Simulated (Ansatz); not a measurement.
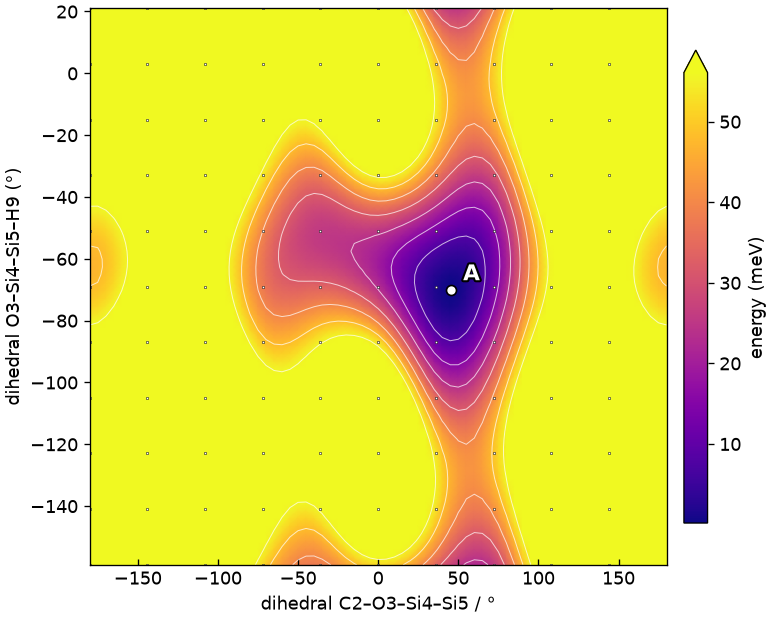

C2H6OSi2, SMILES C#CO[SiH2][SiH3]. First axis: dihedral C2–O3–Si4–Si5. Second axis: dihedral O3–Si4–Si5–H9. Nothing is relaxed (all other coordinates rigid). The grid has 10 × 11 points. Points are written as (first, second). All energies are given in meV relative to the relaxed molecule at the same level. Method: RKS B3LYP-D4/def2-SVP in Ansatz.

The picture shows a smooth colour map with a few white contour lines, dots at the grid points, one colour for all values above the top of the scale, the well A. Between grid points the surface is interpolated.

Question: Estimate the position of the minimum and the force constants in these coordinates. Take the well at A.

Answer: The interpolated minimum is at dihedral C2–O3–Si4–Si5 ≈ 46°, dihedral O3–Si4–Si5–H9 ≈ −70°. The curvatures there are about 0.12 eV/rad² and 0.2 eV/rad², with a cross term of about −0.01 eV/rad². Round the minimum the two coordinates are weakly coupled (coupling −0.08 in units of the two stiffnesses).
